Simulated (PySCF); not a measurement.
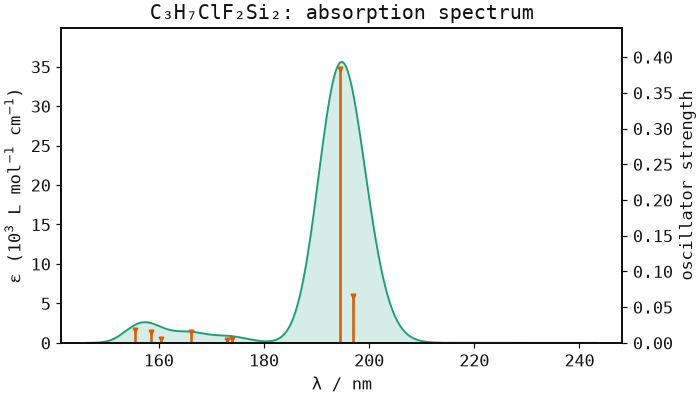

Computed absorption of C₃H₇ClF₂Si₂, SMILES FC[Si@@H](Cl)/C(F)=C/[SiH3]. Vertical TDDFT excitations, CAM-B3LYP/def2-SVPD, PySCF 2.14.0, at a GFN2-xTB geometry (no frequency check), gas phase. Only the first 8 singlet excitations are included; each is broadened by a Gaussian of 1/e half-width 0.20 eV. Sticks give oscillator strengths (right axis).

Question: Which of the computed transitions is the brightest, and what character does the calculation give it?

Answer: S2 at 6.38 eV (194 nm), f = 0.383, mainly HOMO → LUMO (78 %).

Question: Does any vertical transition fall in the visible?

Answer: No singlet lies below 3.1 eV (beyond 400 nm), so at this level no vertical transition falls in the visible.

Question: List the transitions behind the spectrum.

Answer:
| state | E (eV) | λ (nm) | f | main character |
| --- | --- | --- | --- | --- |
| S1 | 6.30 | 197 | 0.065 | HOMO−1 → LUMO (57 %) |
| S2 | 6.38 | 194 | 0.383 | HOMO → LUMO (78 %) |
| S3 | 7.13 | 174 | 0.006 | HOMO → LUMO+1 (79 %) |
| S4 | 7.17 | 173 | 0.004 | HOMO−2 → LUMO (66 %) |
| S5 | 7.47 | 166 | 0.015 | HOMO → LUMO+2 (44 %) |
| S6 | 7.73 | 160 | 0.006 | HOMO−1 → LUMO+2 (26 %) |
| S7 | 7.82 | 159 | 0.015 | HOMO−3 → LUMO (29 %) |
| S8 | 7.97 | 156 | 0.018 | HOMO → LUMO+5 (29 %) |

Known limits of this run: the tight-binding geometry is rougher than a DFT one and adds to the error; one conformer of a flexible molecule; core orbitals are frozen in the response.
